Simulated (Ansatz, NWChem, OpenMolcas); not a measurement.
# Appearance energy of a fragment ion: Si(CH3)(SiH3)Cl → [SiH3]+ + Si(CH3)Cl + e⁻

Species: Si(CH3)(SiH3)Cl, doublet; [SiH3]+ `[SiH3+]`, singlet; Si(CH3)Cl, singlet. 

Shapes, held fixed at every level: PBE0-D4/def2-TZVP. Programs: Ansatz 0.2.0, NWChem 7.3.0, OpenMolcas 26.06. A level may come from different programs for different species; with the same settings they agree closely. Electronic energies: no zero-point or thermal term.

```csv
level,kind,ΔE (eV)
HF/STO-3G,Hartree–Fock,+7.72
HF/3-21G,Hartree–Fock,+9.06
HF/def2-SVP,Hartree–Fock,+9.38
B3LYP/6-31G* (Cartesian functions),global hybrid,+10.04
PBE0/def2-SVP,global hybrid,+10.38
```

PBE0/def2-SVP gives ΔE = +10.38 eV; the levels span +7.72 to +10.38. The median of the levels is +9.38. No measured value is set beside it here. Open shells run unrestricted. The onset seen in experiment also holds zero-point changes and kinetic shifts. PBE0/def2-SVP lies outside the range of all other levels here, so it shouldn't be taken on trust. Rows in sets without polarisation functions are far from converged.

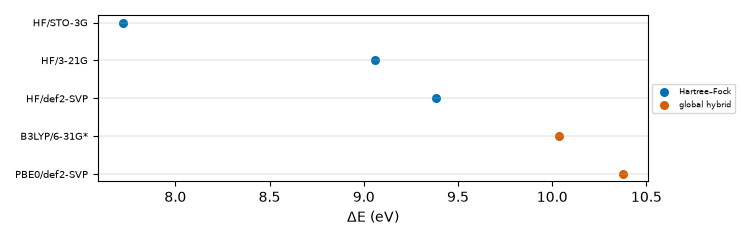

The values of the table, level by level.
